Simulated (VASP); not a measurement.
Band structure of B (space group Pm-3m). Level of theory: PBE GGA, VASP's PBE PAW potentials (set 64) (plane waves; VASP 6.6.1).

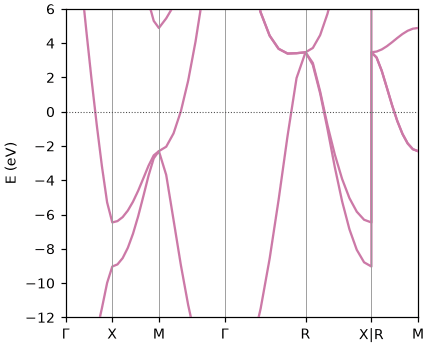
Fig. 1. Bands along high-symmetry lines, zero at the valence-band maximum or, without a gap, the Fermi level

### Question
Read the plot: is there a gap, and where are the band edges?

### Answer
It has no gap at this level: it comes out as a metal or semimetal.

The structure was generated: B was put into an ordered model structure, which need not be its known phase. The cell was not relaxed at this level.
